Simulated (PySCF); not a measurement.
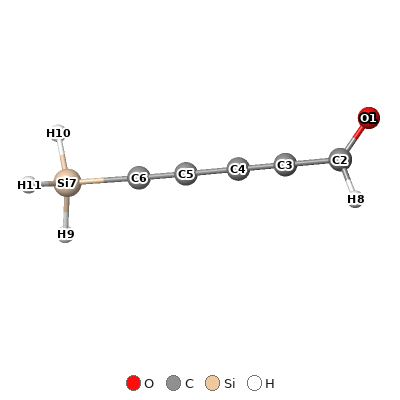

Structure of C₅H₄OSi, SMILES O=CC#CC#C[SiH3].

Kohn-Sham orbital energies near the frontier, CAM-B3LYP/def2-SVPD with PySCF, at a GFN2-xTB geometry (no frequency check), isolated molecule; empty levels in grey, levels within 0.03 eV side by side.

> Where do the frontier orbitals lie?

HOMO at −9.19 eV, LUMO at −1.78 eV, 7.41 eV apart.

> On which atoms do HOMO and LUMO mostly sit?

HOMO: C6 26 %, C3 22 %, C5 21 %. LUMO: O1 19 %, C2 19 %, C4 16 % (Löwdin shares).

> List the levels with the atoms that carry most of them (a dash for levels above zero or within 0.03 eV of another, where shares mean little).

```csv
orbital,energy (eV),Löwdin shares
LUMO+1,−0.53,"C6 22 %, C3 19 %, C5 19 %"
LUMO,−1.78,"O1 19 %, C2 19 %, C4 16 %"
HOMO,−9.19,"C6 26 %, C3 22 %, C5 21 %"
HOMO−1,−9.26,"C6 24 %, C3 22 %, C5 20 %"
HOMO−2,−9.74,"O1 68 %, C2 16 %, H8 9 %"
```

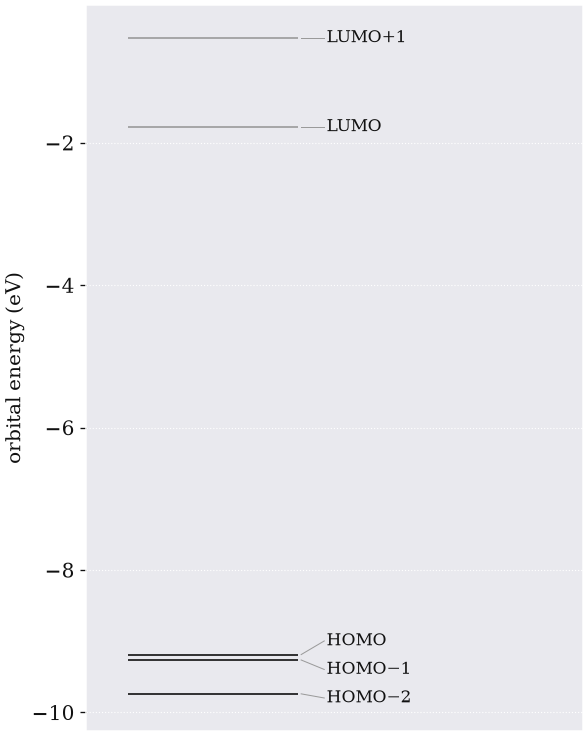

Known limits of this run: the tight-binding geometry is rougher than a DFT one and adds to the error; empty levels above zero depend strongly on the basis.
